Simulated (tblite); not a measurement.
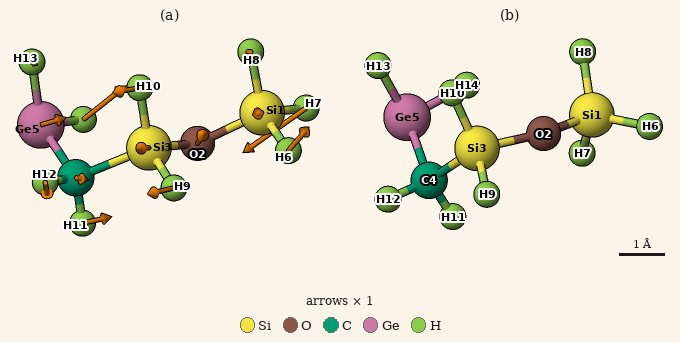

The structure of CH9GeOSi2 (multiplicity 2) before (left) and after (right) a relaxation, at one scale. The orange arrows give the displacements, at their true length.

The picture is a ball-and-stick view, seen from a free direction.

The calculation used GFN2-xTB geometry optimisation, gas phase in tblite. 

What changed between the two?

The largest move after the best rigid fit is that of H7, 1.79 Å. By element the largest moves are H 1.79 Å, O 1.45 Å, Si 0.69 Å, Ge 0.65 Å, C 0.37 Å. Some distances before and after: Si1–Si3 2.745 → 3.154 Å, O2–Si3 1.722 → 1.616 Å, Si1–O2 1.702 → 1.622 Å, C4–Ge5 1.943 → 2.008 Å. Bond angles that change, for instance: Si1–O2–Si3 106.6° → 153.8°, H13–Ge5–H14 109.0° → 99.1°, O2–Si1–H6 110.9° → 103.3°. Groups turn about O2–Si3 by about 150°, Si1–O2 by about 130°. Over 166 geometry steps the energy falls by 0.780 eV.
